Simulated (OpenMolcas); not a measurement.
## Run report: PN, single-point calculation

- system: PN (phosphorous nitride), SMILES N#P
- method: HF/cc-pV5Z, RHF (OpenMolcas 26.06)

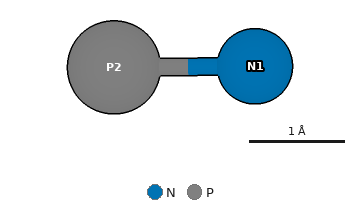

*The input geometry (ball-and-stick view, seen on its broad side; atoms are numbered from 1 in the order of the input).*

Bond lengths as drawn: N–P 1.49 Å.

**The input**
```
&GATEWAY
 BasLib=$CurrDir
 Coord=geom.xyz
 Basis=cc-pV5Z
 Group=NoSym
 RICD
 CDThreshold=0.001

&SEWARD

&SCF
 PrOrbitals=0
```

**File geom.xyz**
```
2

N      0.000000     0.000000     0.000000
P      0.000000     0.000000     1.490866
```

Run as:
```bash
export MOLCAS_MEM=1860
pymolcas job.inp > job.log
```

**What the program printed**
```
--- Start Module: gateway ---

                                              &GATEWAY

                       available to each process: 1.9 GB of memory, 1 thread

 Basis Set     1 Label: N.CC-PV5Z
 Basis set is read from library:.
 basistype.tbl is not found

 Basis Set     2 Label: P.CC-PV5Z
 Basis set is read from library:.
 basistype.tbl is not found
 GuessOrb option turned off!
 GuessOrb option turned off!

++    Symmetry information:
      ---------------------

                    Character Table for C1

                             E
                    a        1  x, y, xy, Rz, z, xz, Ry, yz, Rx, I
--

++    Basis set information:
      ----------------------

      Basis set label: N.CC-PV5Z.........

      Electronic valence basis set:
      ------------------
      Associated Effective Charge   7.000000 au
      Associated Actual Charge      7.000000 au
      Nuclear Model: Point charge

      Shell  nPrim  nBasis  Cartesian Spherical Contaminant
         s      14       6        X
         p       8       5        X
         d       4       4                 X
         f       3       3                 X
         g       2       2                 X
         h       1       1                 X

      Basis set label: P.CC-PV5Z.........

      Electronic valence basis set:
      ------------------
      Associated Effective Charge  15.000000 au
      Associated Actual Charge     15.000000 au
      Nuclear Model: Point charge

      Shell  nPrim  nBasis  Cartesian Spherical Contaminant
         s      20       7        X
         p      12       6        X
         d       4       4                 X
         f       3       3                 X
         g       2       2                 X
         h       1       1                 X
--

++    Molecular structure info:
      -------------------------

                    ************************************************
                    **** Cartesian Coordinates / bohr, angstrom ****
                    ************************************************

     Center  Label                x              y              z                     x              y              z
        1      N1               0.000000       0.000000       0.000000              0.000000       0.000000       0.000000
        2      P2               0.000000       0.000000       2.817328              0.000000       0.000000       1.490866
--

            Nuclear Potential Energy             37.26935023 au

--- Stop Module: gateway /rc=_RC_ALL_IS_WELL_ ---
--- Module gateway spent 11 seconds ---

--- Start Module: seward ---

                                              &SEWARD

                       available to each process: 1.9 GB of memory, 1 thread

               SEWARD will generate:
                  Multipole Moment integrals up to order  2
                  Kinetic Energy integrals
                  Nuclear Attraction integrals (point charge)
                  One-Electron Hamiltonian integrals
                  Velocity integrals
                  Orbital angular momentum around (  0.0000   0.0000   1.9402 )
                  Velocity quadrupole around (  0.0000   0.0000   1.9402 )
                  RI decomposed two-electron repulsion integrals stored Cholesky style
                   - acCD auxiliary basis
                   - CD Threshold:   1.00E-03

                   Integrals are discarded if absolute value <: 1.00E-14
                   Integral cutoff threshold is set to       <: 1.00E-16

            Nuclear Potential Energy             37.26935023 au

      Basis set specifications :
      Symmetry species         a
      Basis functions          186

 Post_2Center_RI
 Detected lin. dependences in the auxiliary basis.
 # of AuxBas before l. d. removal:   1694
 # of AuxBas after  l. d. removal:   1628

 Sorry, Molden does not know how to handle
 functions with angular momentum larger than g
--- Stop Module: seward /rc=_RC_ALL_IS_WELL_ ---
--- Module seward spent 9 seconds ---

--- Start Module: scf ---

                                                &SCF

                       available to each process: 1.9 GB of memory, 1 thread

++    Input section:
      --------------

      Header of the integral files:

      Cartesian coordinates in angstrom:
      -----------------------------------------------------
      No.  Label        X            Y            Z
      -----------------------------------------------------
       1   N1         0.00000000   0.00000000   0.00000000
       2   P2         0.00000000   0.00000000   1.49086600
      -----------------------------------------------------
      Nuclear repulsion energy =   37.26935023
--

++    Orbital specifications:
      -----------------------

      Symmetry species               1
                                     a
      Frozen orbitals                0
      Occupied orbitals             11
      Secondary orbitals           175
      Deleted orbitals               0
      Total number of orbitals     186
      Number of basis functions    186
--

      Molecular charge                           0.000

++    Optimization specifications:
      ----------------------------

      SCF Algorithm: LK-RI/DF
      LK screening threshold:                     4.50E-02
      Local-Exchange (LK) algorithm.
       - the density matrix is decomposed
      The actual AO density is used
      Number of density matrices in core                 5
      Maximum number of NDDO SCF iterations            400
      Maximum number of HF SCF iterations              400
      Threshold for SCF energy change             1.00E-09
      Threshold for density matrix                1.00E-04
      Threshold for Fock matrix                   1.50E-04
      Threshold for linear dependence             1.00E-09
      Threshold at which DIIS is turned on        1.50E-01
      Maximum depth in the DIIS procedure                5
      Maximum depth in the BFGS Hessian update          30
      Threshold at which QNR/C2DIIS is turned on  7.50E-02
      Threshold for Norm(delta) (QNR/C2DIIS)      1.00E-03
      All orbitals punched on: SCFORB
--

      Input vectors read from INPORB
      Orbital file label: *Guess orbitals

++ Convergence information
                                   SCF        iterations: Energy and convergence statistics

Iter     Tot. SCF        One-elec.       Two-elec.     Energy      Max Dij or  Max Fij      DNorm      TNorm      AccCon     Time
         Energy          Energy          Energy        Change      Delta Norm                                                in Sec.
   1  -394.641478027  -618.859602516   186.948774254   0.00E+00    5.97E-01*   2.56E-01*    7.02E+00   1.93E+02   None         1.
   2  -394.682882552  -619.163443450   187.211210663  -4.14E-02*   1.62E-01*   1.18E-01*    7.88E+00   1.89E+02   EDIIS        1.
   3  -395.165305205  -620.116623943   187.681968504  -4.82E-01*   2.01E-01*   5.22E-02*    7.36E+00   1.92E+02   EDIIS        1.
   4  -395.161266947  -619.343775870   186.913158688   4.04E-03*   1.44E-02*   2.46E-02*    7.33E+00   1.91E+02   EDIIS        1.
   5  -395.187206016  -619.673433758   187.216877507  -2.59E-02*   8.22E-03*   2.67E-03*    7.32E+00   1.92E+02   c2DIIS       1.
   6  -395.187389491  -619.690541281   187.233801555  -1.83E-04*   4.87E-03*   1.75E-03*    7.33E+00   1.92E+02   QNRc2DIIS    1.
   7  -395.187422761  -619.693350180   187.236577184  -3.33E-05*   3.98E-03*   1.72E-03*    7.32E+00   1.92E+02   QNRc2DIIS    1.
   8  -395.187449556  -619.683891670   187.227091879  -2.68E-05*   1.32E-03*   2.60E-04*    7.32E+00   1.92E+02   QNRc2DIIS    1.
   9  -395.187451280  -619.687477795   187.230676280  -1.72E-06*   3.52E-04    7.60E-05     7.32E+00   1.92E+02   QNRc2DIIS    1.
  10  -395.187451415  -619.686084215   187.229282565  -1.35E-07*   5.49E-05    1.46E-05     7.32E+00   1.92E+02   QNRc2DIIS    1.
  11  -395.187451421  -619.686671735   187.229870079  -5.92E-09*   1.06E-05    3.05E-06     7.32E+00   1.92E+02   QNRc2DIIS    1.
  12  -395.187451422  -619.686650222   187.229848565  -1.95E-10    2.40E-06    5.94E-07     7.32E+00   1.92E+02   QNRc2DIIS    1.

       Convergence after  12 Iterations
--

 *****************************************************************************************************************************
 *                                             SCF/KS-DFT Program, Final results                                             *
 *                                                       Final Results                                                       *
 *****************************************************************************************************************************

::    Total SCF energy                               -395.1874514216
      One-electron energy                            -619.6866502219
      Two-electron energy                             187.2298485655
      Nuclear repulsion energy                         37.2693502348
      Kinetic energy (interpolated)                   394.9952824297
      Virial theorem                                    1.0004865096
      Total spin, S(S+1)                                0.0000000000
      Total spin, S                                     0.0000000000
      Max non-diagonal density matrix element           0.0000032083
      Max non-diagonal Fock matrix element              0.0000003739

      No orbitals printed

++    Molecular charges:
      ------------------

      Mulliken charges per centre
      ---------------------------

                N1      P2
      Total    7.2879 14.7121

      N-E     -0.2879  0.2879

      Total electronic charge=   22.000000

      Total            charge=   -0.000000
--

++    Molecular properties:
      ---------------------

      Charge (e):
                      =   -0.0000
      Dipole Moment (debye):
      Origin of the operator (angstrom)=    0.0000    0.0000    1.0267
                   X=  1.2463E-13               Y= -8.0902E-13               Z=  3.2670E+00           Total=  3.2670E+00
      Quadrupole Moment (debye*angstrom):
      Origin of the operator (angstrom)=    0.0000    0.0000    1.0267
                  XX= -1.7821E+01              XY= -3.3653E-14              XZ=  1.2176E-13              YY= -1.7821E+01
                  YZ= -9.3082E-13              ZZ= -2.0263E+01
      In traceless form (debye*angstrom)
                  XX=  1.2210E+00              XY= -5.0480E-14              XZ=  1.8264E-13              YY=  1.2210E+00
                  YZ= -1.3962E-12              ZZ= -2.4419E+00
--

 Sorry, Molden does not know how to handle
 functions with angular momentum larger than g
--- Stop Module: scf /rc=_RC_ALL_IS_WELL_ ---
--- Module scf spent 12 seconds ---

.##################.
.# Happy landing! #.
.##################.

    Timing: Wall=33.67 User=32.34 System=1.31
```

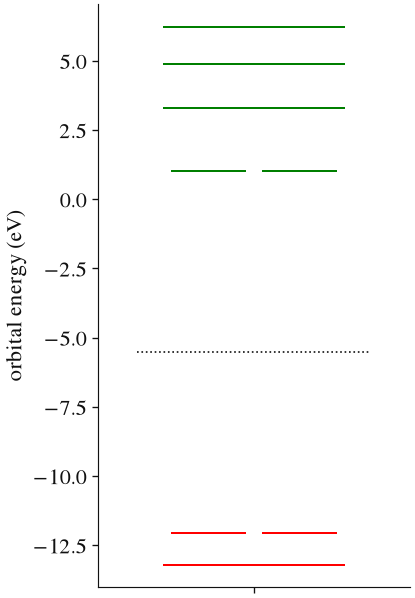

*Orbital energies near the frontier; the dotted line parts filled from empty levels, and levels within 0.02 eV of each other stand side by side.*

Highest filled −12.06 eV, lowest empty 1.03 eV, 13.09 eV apart.

**Summary**

| quantity | value |
| --- | --- |
| outcome | converged |
| total energy | −395.187451 hartree |
| basis functions | 186 |
| HOMO | −12.06 eV |
| LUMO | 1.03 eV |
| dipole moment | 3.27 debye |
| hardware | 1 thread of Arm Neoverse V1, 24 GiB of memory available, shared host |
| wall time | 34 s |
| peak memory | 0.35 GiB |
